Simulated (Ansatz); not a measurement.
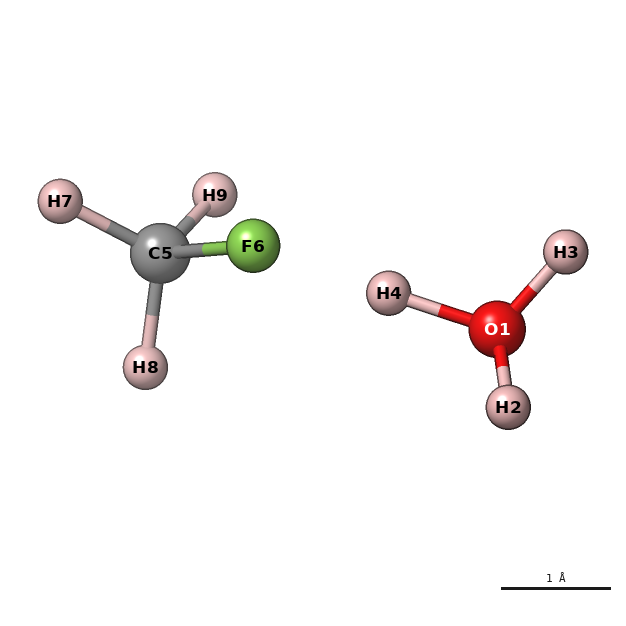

The species has charge +1 and is a spin singlet. Computed geometry: PBE0-D4/def2-TZVP optimisation.

Find the hydrogen bonds (donors O, N, F, S or Cl) and give their geometry.

| D–H···A | D–H (Å) | H···A (Å) | angle (°) | kind |
| --- | --- | --- | --- | --- |
| O1–H4···F6 | 1.06 | 1.33 | 177 | intermolecular |
